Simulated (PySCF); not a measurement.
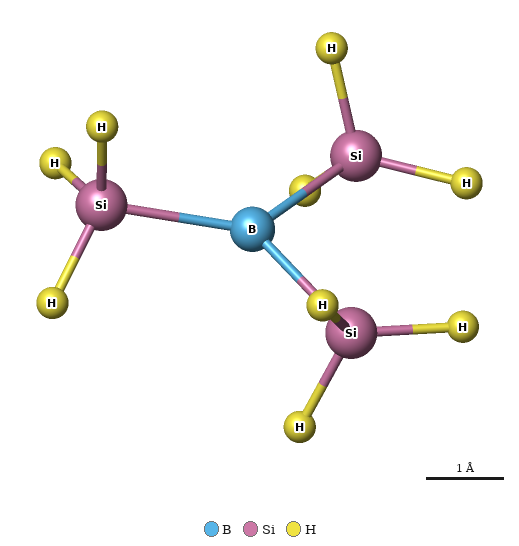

Fig. 1: The structure as given in the input (ball-and-stick view, seen at a tilt). Bond lengths as drawn: B–Si 2.01 to 2.09 Å and H–Si 1.48 to 1.50 Å.

**BSi3H9 (charge +1): EPR calculation**

- system: BSi3H9, charge +1, multiplicity 2
- method: UKS B3LYP, IGLO-III on B Si, pcH-1 on H, non-relativistic, mean-field spin-orbit, GIAO (PySCF 2.14.0)

**The input**
```
{"job": {"kind": "epr"}, "charge": 1, "multiplicity": 2}
B      0.093272     0.121985    -0.089835
Si     1.351453     1.445380    -0.925919
Si    -0.549697    -1.744595    -0.768473
Si    -0.894178     0.206141     1.751094
H      1.302515     1.298803    -2.407639
H      0.986803     2.815962    -0.469221
H      2.670909     1.011860    -0.369698
H     -1.272214    -1.212741    -1.963865
H     -1.388024    -2.572920     0.128003
H      0.805331    -2.309914    -1.043865
H      0.303204     0.537277     2.579863
H     -1.645245    -0.986141     2.205614
H     -1.753980     1.371566     1.381254
```

The first line tells a small driver script what to run in PySCF; the rest is the geometry in Å.

Launch command:
```bash
OMP_NUM_THREADS=1 python <driver script> task.json out
```

**What the program printed**
```
UKS, coarse grid
  cycle   1  E = -898.43165091  |g| = 2.24e-01
  cycle   2  E = -898.42829246  |g| = 2.08e-01
  cycle   3  E = -898.45459724  |g| = 5.59e-02
  cycle   4  E = -898.45671951  |g| = 1.29e-02
  cycle   5  E = -898.45681037  |g| = 2.90e-03
  cycle   6  E = -898.45681597  |g| = 9.94e-04
UKS, final grid
  cycle   1  E = -898.45681841  |g| = 8.15e-04
  cycle   2  E = -898.45681848  |g| = 7.71e-04
  cycle   3  E = -898.45681880  |g| = 7.41e-05
  cycle   4  E = -898.45681880  |g| = 4.59e-05
  cycle   5  E = -898.45681881  |g| = 9.64e-06
E = -898.45681881 Eh   <S^2> = 0.7538 (exact 0.7500)
g shifts (ppm)      1          2          3
  rmc          -122       -122       -122
  gc             -2         -0         19
  oz_so         599        668       3654
  total         474        545       3551
hyperfine (MHz)  atom isotope    a_iso     a_fc   dipolar eigenvalues
    0   11B       9.48       9.51    -35.77    -33.31     69.08
    1  29Si      22.54      22.60     -1.42     -1.16      2.58
    2  29Si     -19.49     -19.67    -59.66     28.00     31.66
    3  29Si     -20.39     -20.58    -60.59     28.46     32.13
    4    1H      43.76      43.76     -1.98     -1.02      3.00
    5    1H      41.05      41.05     -1.96     -1.07      3.03
    6    1H      -4.49      -4.49     -2.03     -1.50      3.53
    7    1H      78.93      78.92     -5.38      1.07      4.30
    8    1H      -7.84      -7.84     -3.93     -2.00      5.92
    9    1H      90.55      90.54     -5.45      1.11      4.34
   10    1H      93.42      93.42     -5.51      1.15      4.36
   11    1H      -8.48      -8.48     -3.96     -1.99      5.95
   12    1H      75.02      75.01     -5.40      1.05      4.35
```

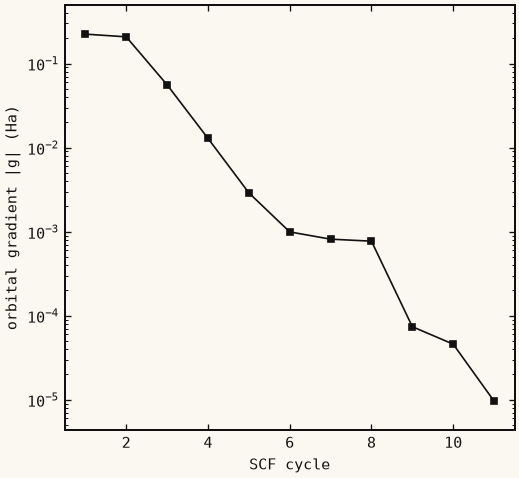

Fig. 2: Convergence of the self-consistent field: orbital gradient |g| against the SCF cycle. All cycles printed in the log are drawn one after another.

**Results in brief**

| quantity | value |
| --- | --- |
| outcome | converged |
| total energy | −898.456819 hartree |
| ⟨S²⟩ | 0.754 |
| isotropic g | 2.0038 |
| hardware | 1 CPU thread, shared host |
| wall time | 77 s |
| peak memory | 0.91 GiB |
